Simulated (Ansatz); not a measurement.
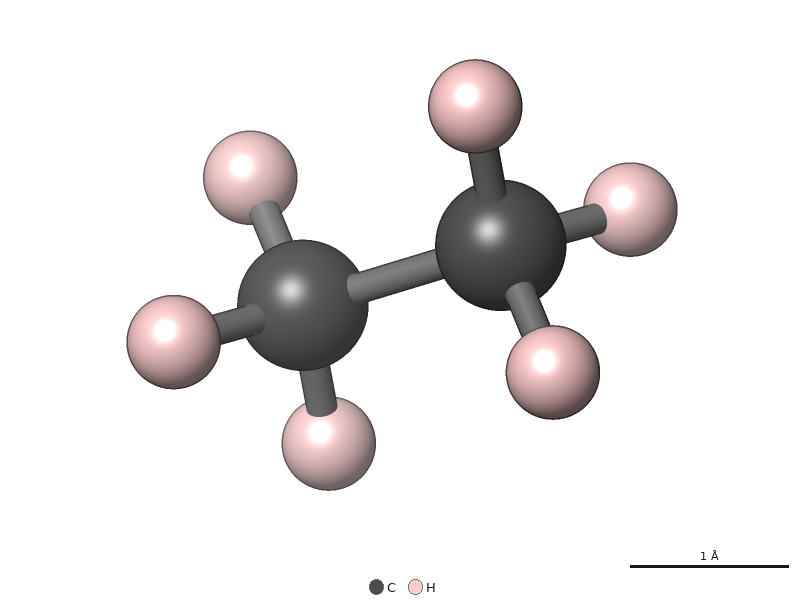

Computed geometry: PBE0-D4/def2-TZVP optimisation.

> Which formula does it have?

C₂H₆, 8 atoms: 2 carbon and 6 hydrogen.

> Which point group does it belong to?

D3d.

> How many sets of symmetry-equivalent atoms are there?

2: 2 C, 6 H.

> How many bonds of each kind are drawn?

6 C–H, 1 C–C. Sticks follow a distance rule.

The parts below concern this one geometry. Atoms keep their numbers from picture to picture.

Geometry

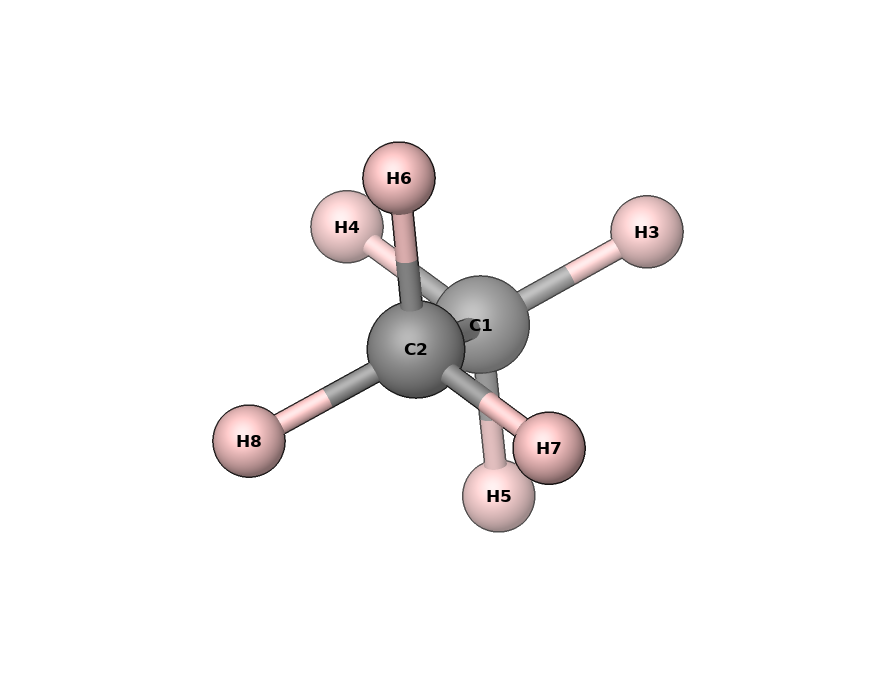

C1 lies behind C2. The molecule seen a little off the C2–C1 bond, C2 in front. Distant atoms are faded towards the background colour.

> What is the torsion angle H6–C2–C1–H3? The sign is positive where the front bond must turn clockwise to cover the back bond.

60°, synclinal (gauche). The bonds about C2–C1 are staggered.

Thermal motion

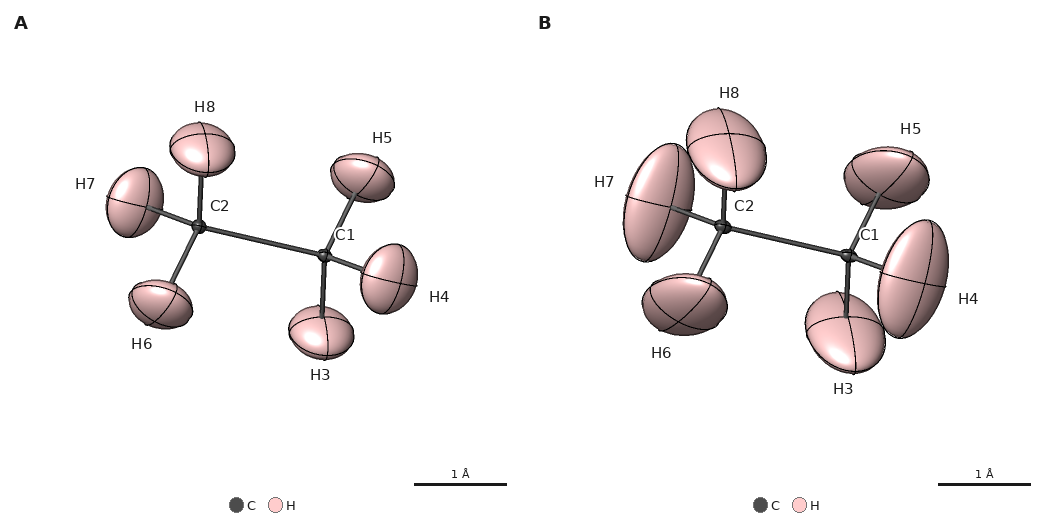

Displacement ellipsoids at the 50 % level, scaled by 2, from the internal vibrations of the free molecule (harmonic, no overall translation or rotation; no half-axis is drawn under 0.075 Å). Vibrations computed with RKS PBE0-D4/def2-TZVP (Ansatz 0.2.0). One panel is for 0 K (zero-point motion alone), the other for 900 K.

> Which panel is for 900 K?

B.

> How much does the mean-square displacement of H6 grow, and why?

U_eq goes from 0.0115 to 0.0237 Å², a factor of 2.1. Modes below kT (626 cm⁻¹ at 900 K) grow about in proportion to T, and the lowest lies at 309 cm⁻¹; the mean-square amplitude of a mode is its zero-point value times coth(ħω/2kT), which comes close to 1 only above about 3kT.

Electronic properties

Level of theory: RKS PBE0-D4/def2-TZVPP (Ansatz 0.2.0).

> Give the HOMO energy (Kohn–Sham orbital) at this level.

−9.56 eV.

> What is the dispersion correction?

−5.8 kJ/mol.

> What is the HOMO–LUMO gap?

11.00 eV.

Charges

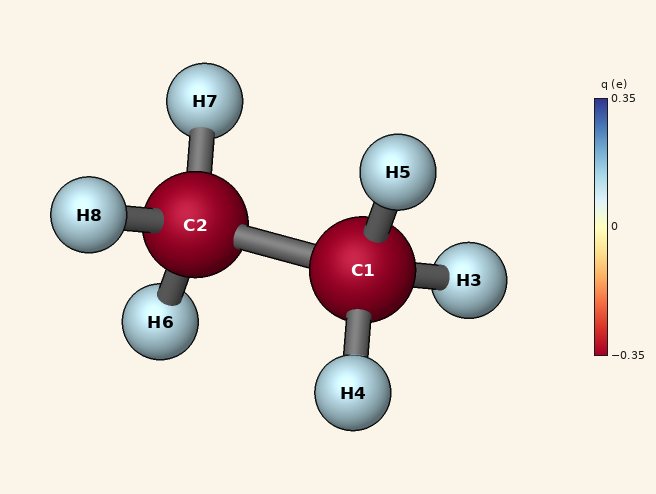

Atoms are coloured by their Mulliken charges. Method: RKS PBE0-D4/def2-TZVP (Ansatz 0.2.0).

Give the Mulliken charges atom by atom.

| atom | value (e) |
| --- | --- |
| C1 | −0.35 |
| C2 | −0.35 |
| H3 | 0.12 |
| H4 | 0.12 |
| H5 | 0.12 |
| H6 | 0.12 |
| H7 | 0.12 |
| H8 | 0.12 |

Mulliken values depend strongly on the basis set and can even reverse the polarity of a bond.
